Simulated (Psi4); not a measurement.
# OH (SMILES [OH]): UB3LYP/aug-cc-pVTZ

What is the vertical doublet–quartet gap of OH at UB3LYP/aug-cc-pVTZ? 

The calculation is run with Psi4 1.11.

## (1) The molecule

The species is OH (2 atoms), meant as a doublet with charge 0. SMILES: `[OH]`. The coordinates come from a PBE0-D4/def2-TZVP relaxation.

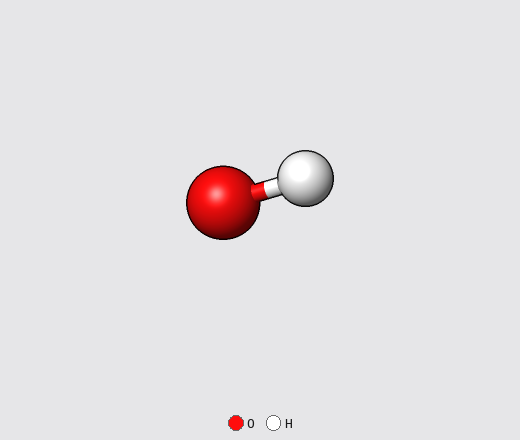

The structure, seen from a chosen angle (oxygen red, hydrogen white).

## (2) Energy and gradient at UB3LYP/aug-cc-pVTZ

File calc.in:

```
memory 2200 MB

molecule geom {
  0 2
  O
  H 1 0.973071
  symmetry c1
}

set basis aug-cc-pVTZ
set reference uks
set puream true
set e_convergence 1e-09
set d_convergence 1e-08
set scf_type pk
set dft_radial_points 99
set dft_spherical_points 590
set maxiter 100

e_tot, wfn = gradient("b3lyp", return_wfn=True)
oeprop(wfn, "MAYER_INDICES", "MULLIKEN_CHARGES", "LOWDIN_CHARGES")
```

The run is started by

```sh
$ psi4 -n 1 calc.in calc.out
```

calc.out:

```text
[...]
  Running in c1 symmetry.
[...]
  Nuclear repulsion =    4.350574300703649
[...]
  Multiplicity = 2
[...]
  Nalpha       = 5
  Nbeta        = 4
[...]
    Number of basis functions: 69
[...]
   @UKS iter   1:   -75.71265714853685   -3.71454e-01   5.68986e-03 ADIIS/DIIS
[...]
   @UKS iter  10:   -75.76859441291124   -8.81073e-13   1.43052e-09 DIIS
[...]
   @S^2 Observed:                7.526474126E-01
[...]
  @UKS Final Energy:   -75.76859441291124
   => Energetics <=
    Nuclear Repulsion Energy =              4.3505743007036486
    One-Electron Energy =                -112.6175053204552086
    Two-Electron Energy =                  39.6773845926182105
    DFT Exchange-Correlation Energy =      -7.1790479857779044
    Empirical Dispersion Energy =           0.0000000000000000
    VV10 Nonlocal Energy =                  0.0000000000000000
    Total Energy =                        -75.7685944129112414
[...]
 Multipole Moments:
 ------------------------------------------------------------------------------------
     Multipole            Electronic (a.u.)      Nuclear  (a.u.)        Total (a.u.)
 ------------------------------------------------------------------------------------
 L = 1.  Multiply by 2.5417464519 to convert [e a0] to [Debye]
 Dipole X            :          0.0000000            0.0000000            0.0000000
 Dipole Y            :          0.0000000            0.0000000            0.0000000
 Dipole Z            :         -0.2093294            0.8578758            0.6485464
 Magnitude           :                                                    0.6485464
[...]
  -Total Gradient:
     Atom            X                  Y                   Z
    ------   -----------------  -----------------  -----------------
       1       -0.000000000000     0.000000000000     0.002083127341
       2       -0.000000000000     0.000000000000    -0.002083207924
[...]
  Mulliken Charges: (a.u.)
   Center  Symbol    Alpha    Beta     Spin     Total
       1     O     4.62376  3.61096  1.01280 -0.23472
       2     H     0.37624  0.38904 -0.01280  0.23472
   Total alpha =  5.00000, Total beta =  4.00000, Total charge =  0.00000
  Lowdin Charges: (a.u.)
   Center  Symbol    Alpha    Beta     Spin     Total
       1     O     4.09593  3.23350  0.86243  0.67057
       2     H     0.90407  0.76650  0.13757 -0.67057
  Total alpha =  5.00000, Total beta =  4.00000, Total charge =  0.00000
[...]
```

Run time: 5.7 s. Hardware: 1 thread of Intel Xeon 6975P-C (Granite Rapids), shared host; peak memory 0.49 GiB.

## (3) The quartet: a single-point energy at UB3LYP/aug-cc-pVTZ

File ho.py:

```python
import psi4

psi4.set_memory('2200 MB')
psi4.set_num_threads(1)
psi4.set_output_file('ho.out', False)

geom = psi4.geometry("""
0 4
O      0.415880    -0.133150     0.214550
H     -0.415880     0.133150    -0.214550
symmetry c1
no_reorient
no_com
""")

options = {'reference': 'uks', 'puream': True, 'e_convergence': 1e-09, 'd_convergence': 1e-08, 'scf_type': 'pk', 'dft_radial_points': 99, 'dft_spherical_points': 590, 'maxiter': 100}
psi4.set_options(options)

result, w = psi4.energy("b3lyp/aug-cc-pVTZ", return_wfn=True)
psi4.oeprop(w, "QUADRUPOLE", "MULLIKEN_CHARGES", "DIPOLE", title="B3LYP")
print('E =', round(result, 9))
```

The run is started by

```sh
$ python ho.py
```

ho.out:

```text
[...]
  Running in c1 symmetry.
[...]
  Nuclear repulsion =    4.350574239688279
[...]
  Multiplicity = 4
[...]
  Nalpha       = 6
  Nbeta        = 3
[...]
    Number of basis functions: 69
[...]
   @UKS iter   1:   -75.47598321623934   -1.34780e-01   2.28550e-03 DIIS/ADIIS
[...]
   @UKS iter   9:   -75.49004150943686   -3.48166e-12   2.13704e-09 DIIS
[...]
   @S^2 Observed:                3.752968149E+00
[...]
    Orbital Energies [Eh]
    ---------------------
    Alpha Occupied:
       1A    -19.499114     2A     -1.279354     3A     -0.702161
       4A     -0.658940     5A     -0.658940     6A     -0.122448
    Alpha Virtual:
       7A      0.012407     8A      0.033011     9A      0.033011
      10A      0.052125    11A      0.121238    12A      0.150770
      13A      0.150770    14A      0.257665    15A      0.396425
      16A      0.396425    17A      0.418223    18A      0.499219
      19A      0.499219    20A      0.579332    21A      0.579332
      22A      0.635808    23A      0.651483    24A      0.748405
      25A      0.748405    26A      0.774488    27A      0.774488
[...]
  @UKS Final Energy:   -75.49004150943686
   => Energetics <=
    Nuclear Repulsion Energy =              4.3505742396882789
    One-Electron Energy =                -110.4954248628591813
    Two-Electron Energy =                  37.7122334199875127
    DFT Exchange-Correlation Energy =      -7.0574243062534769
    Empirical Dispersion Energy =           0.0000000000000000
    VV10 Nonlocal Energy =                  0.0000000000000000
    Total Energy =                        -75.4900415094368640
[...]
 Multipole Moments:
 ------------------------------------------------------------------------------------
     Multipole            Electronic (a.u.)      Nuclear  (a.u.)        Total (a.u.)
 ------------------------------------------------------------------------------------
 L = 1.  Multiply by 2.5417464519 to convert [e a0] to [Debye]
 Dipole X            :         -4.5740268            5.5012951            0.9272683
 Dipole Y            :          1.4644409           -1.7613192           -0.2968784
 Dipole Z            :         -2.3597130            2.8380852            0.4783722
 Magnitude           :                                                    1.0848056
 L = 2.  Multiply by 1.3450342976 to convert [e a0^2] to [Debye ang]
 Quadrupole XX       :        -14.6197406            5.5587394           -9.0610012
 Quadrupole XY       :          2.2306906           -1.7797109            0.4509797
[...]
  Mulliken Charges: (a.u.)
   Center  Symbol    Alpha    Beta     Spin     Total
       1     O     4.94031  2.72934  2.21098  0.33035
       2     H     1.05969  0.27066  0.78902 -0.33035
   Total alpha =  6.00000, Total beta =  3.00000, Total charge = -0.00000
```

Standard output:

```text
E = -75.490041509
```

Wall time 4.5 s (1 thread of Intel Xeon 6975P-C (Granite Rapids), shared host); peak memory 0.5 GiB.

## (4) What came out

At UB3LYP/aug-cc-pVTZ:

| quantity | value |
| --- | --- |
| doublet: total energy | -75.76859 Eh |
| doublet: dipole moment | 1.65 D |
| doublet: HOMO energy (highest over α and β) | -9.01 eV |
| doublet: LUMO energy (lowest over α and β) | -5.04 eV |
| doublet: ⟨S²⟩ | 0.753 |
| doublet: largest force on an atom | 0.107 eV/Å |
| quartet: total energy | -75.49004 Eh |
| quartet: dipole moment | 2.76 D |
| quartet: HOMO energy (highest over α and β) | -3.33 eV |
| quartet: ⟨S²⟩ | 3.753 |
| vertical energy of the quartet above the doublet | 7.580 eV |

At this shape the quartet lies 7.58 eV (175 kcal/mol) above the doublet.
